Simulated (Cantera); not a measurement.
Feed: 1 mol Si, a varied amount of HBr, 5.1 mol H2, at 1073 K and 28.0 Pa.

Method: chemical equilibrium by Gibbs-energy minimisation in Cantera with the NASA 1993 tables (ideal gas, pure condensed phases). Candidate condensed phases: Br2, Si; 19 gas species. The tables' values for SiBr3 are old estimates; treat these amounts as uncertain. The numbers say what is thermodynamically allowed, not how fast it happens.

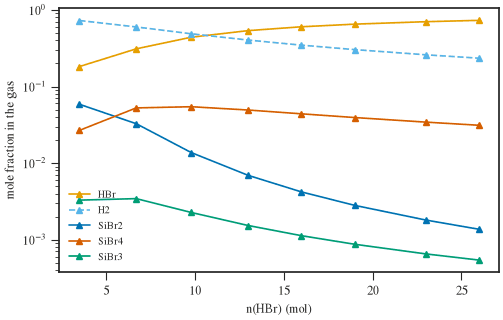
Fig. 1. Equilibrium gas composition (values under 1e-9 drawn at 1e-9)

At 3.5 mol HBr the condensed part is Si(s). From 6.7 mol HBr to 26 mol HBr nothing is condensed. The main Si-bearing gas is SiBr2 at 3.5 mol HBr and SiBr4 at 26 mol HBr.
